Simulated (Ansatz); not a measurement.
**Run report: CH$_{8}$B$_{2}$SSi, single-point calculation**

The run: single-point calculation of CH$_{8}$B$_{2}$SSi. Method and program: RKS B3LYP-D4/def2-TZVPP (Ansatz 0.2.0).

The geometry comes from this level: PBE0-D4/def2-TZVP. Figures and captions count atoms from 1; the log counts them from 0 in places.

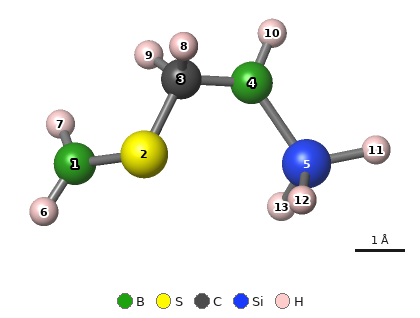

The structure as given in the input (ball-and-stick view, seen on its broad side; atoms are numbered from 1 in the order of the input). Bond lengths as drawn: B–C 1.56 Å, B–H 1.19 to 1.20 Å, B–S 1.75 Å, B–Si 2.02 Å, C–H 1.09 to 1.10 Å, C–S 1.82 Å and H–Si 1.49 Å.

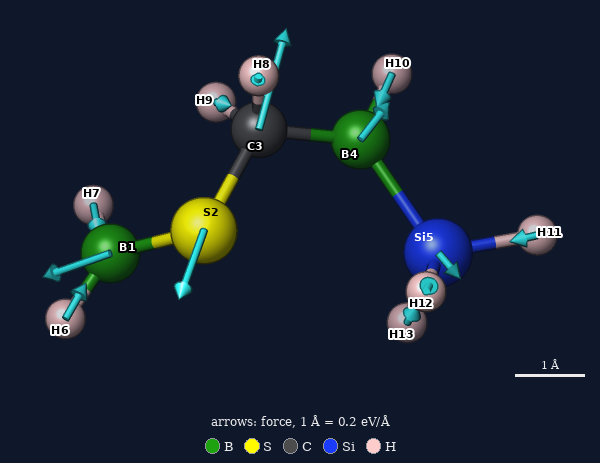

Forces on the atoms as teal arrows (ball-and-stick view, seen on its broad side; atoms are numbered from 1 in the order of the input). The largest act on C3 (0.32 eV/Å); S2 (0.29 eV/Å); B1 (0.25 eV/Å); B4 (0.16 eV/Å), among others. The geometry is not a stationary point of this energy.

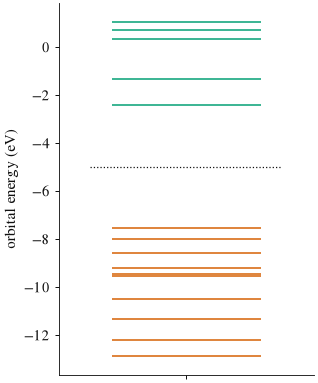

Orbital energies near the frontier; the dotted line parts filled from empty levels, and levels within 0.02 eV of each other stand side by side. Highest filled −7.57 eV, lowest empty −2.45 eV, 5.12 eV apart.

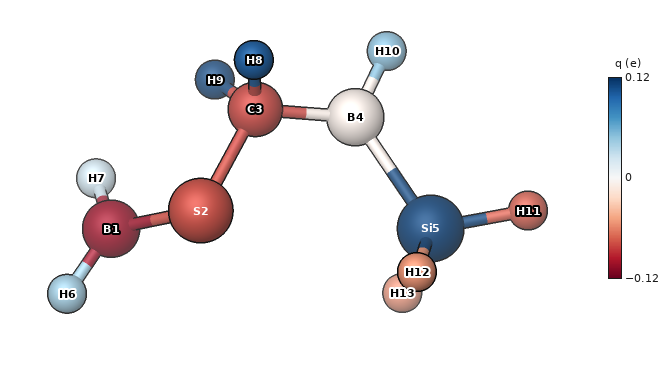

Mulliken charges, as the colour of each atom (ball-and-stick view, seen on its broad side; atoms are numbered from 1 in the order of the input). By element: B −0.10 to −0.01, S −0.08, C −0.08, Si +0.11 and H −0.07 to +0.11 e.

These pictures come from the run below.

## Input file
```yaml
crystal:
  periodic: [false, false, false]
  atoms:
    - {symbol: B, position_ang: [-0.585062, 2.107283, 1.619558]}
    - {symbol: S, position_ang: [0.442350, 1.513887, 0.334062]}
    - {symbol: C, position_ang: [-0.653875, 0.586066, -0.778630]}
    - {symbol: B, position_ang: [-0.337426, -0.922025, -0.995142]}
    - {symbol: Si, position_ang: [1.291174, -1.866317, -0.264643]}
    - {symbol: H, position_ang: [-0.041574, 2.733996, 2.475726]}
    - {symbol: H, position_ang: [-1.758576, 1.886606, 1.622284]}
    - {symbol: H, position_ang: [-0.597703, 1.052570, -1.774210]}
    - {symbol: H, position_ang: [-1.691710, 0.730911, -0.461125]}
    - {symbol: H, position_ang: [-1.148456, -1.527854, -1.639775]}
    - {symbol: H, position_ang: [1.510249, -3.195880, -0.895429]}
    - {symbol: H, position_ang: [2.529324, -1.055304, -0.422585]}
    - {symbol: H, position_ang: [1.061786, -2.078638, 1.194808]}
basis:
  gaussian: {orbitals: def2-TZVPP}
hamiltonian: {xc: {name: B3LYP}, dispersion: d4}
output: {forces: true, orbitals: {seedname: orbitals}}
```

Run as:
```bash
ansatz run in.yaml --threads 4 --pin off --events-out ev --progress --plain --max-ram 10444MiB
```

## What the program printed
```
Functional definition: B3LYP
  name "B3LYP"
  cite "Stephens, Devlin, Chabalowski & Frisch, J. Phys. Chem. 98, 11623 (1994) doi:10.1021/j100096a001"
  cite "Becke, Phys. Rev. A 38, 3098 (1988) doi:10.1103/PhysRevA.38.3098"
  cite "Lee, Yang & Parr, Phys. Rev. B 37, 785 (1988) doi:10.1103/PhysRevB.37.785"
  cite "Vosko, Wilk & Nusair, Can. J. Phys. 58, 1200 (1980) doi:10.1139/p80-159"
  parameter a0 = 0.2
  parameter ax = 0.72
  parameter ac = 0.81
  exchange = (1 - a0 - ax)*slater_x + ax*b88_x + a0*exact_x
  correlation = (1 - ac)*vwn_rpa_c + ac*lyp_c
1577 factors; their error is unknown
mean field evaluation 1: about -21228.9826 eV, gradient 5.0e1 eV
mean field evaluation 2: about -21225.7550 eV, gradient 6.0e1 eV
mean field evaluation 4: about -21235.3637 eV, gradient 2.5e0 eV
mean field evaluation 8: about -21235.3799 eV, gradient 6.3e-2 eV
mean field evaluation 16: about -21235.3827 eV, gradient 1.7e-4 eV
mean field -21235.38266132 eV, -780.3859189440 hartree, gradient 2.9e-5 eV, S^2 0.000000; 0 other end points of the search recorded, 0 dependent functions left out
the calculation of the forces begins
reference -21235.38298937 eV, -780.3859310000 hartree; 27, 27 occupied and 262, 262 virtual orbitals, 1577 factors
Total energy: -21235.87304448 eV, -780.4039401931 hartree
Atom 0 at    -0.585062     2.107283     1.619558 Å, force    -0.118192     0.098498     0.192079 eV/Å
Atom 1 at     0.442350     1.513887     0.334062 Å, force     0.227670     0.142557     0.095582 eV/Å
Atom 2 at    -0.653875     0.586066    -0.778630 Å, force    -0.220075    -0.094913    -0.216106 eV/Å
Atom 3 at    -0.337426    -0.922025    -0.995142 Å, force    -0.088468    -0.103277    -0.081174 eV/Å
Atom 4 at     1.291174    -1.866317    -0.264643 Å, force     0.074691    -0.062704     0.035636 eV/Å
Atom 5 at    -0.041574     2.733996     2.475726 Å, force    -0.077609    -0.069256    -0.083295 eV/Å
Atom 6 at    -1.758576     1.886606     1.622284 Å, force     0.133635     0.032343     0.013450 eV/Å
Atom 7 at    -0.597703     1.052570    -1.774210 Å, force    -0.011599    -0.018331     0.046357 eV/Å
Atom 8 at    -1.691710     0.730911    -0.461125 Å, force     0.059035    -0.013705    -0.034630 eV/Å
Atom 9 at    -1.148456    -1.527854    -1.639775 Å, force     0.085440     0.059667     0.069469 eV/Å
Atom 10 at     1.510249    -3.195880    -0.895429 Å, force    -0.008196     0.077413     0.039347 eV/Å
Atom 11 at     2.529324    -1.055304    -0.422585 Å, force    -0.076250    -0.057403     0.008210 eV/Å
Atom 12 at     1.061786    -2.078638     1.194808 Å, force     0.019916     0.009111    -0.084925 eV/Å
Dipole moment:    -0.235839    -0.047045    -0.283773 e Å
```

## Summary

- outcome: converged
- total energy: −21235.8730 eV
- mean-field energy: −21235.3830 eV
- dispersion energy: −0.4901 eV
- SCF solution under orbital rotations: stable
- HOMO: −7.57 eV
- LUMO: −2.45 eV
- largest force (length of the vector): 0.323 eV/Å
- dipole moment: 1.79 D
- hardware: 4 threads of Arm Neoverse V2, 23 GiB of memory available, shared host
- wall time: 4.8 s (CPU time 18 s)
- peak memory: 0.94 GiB
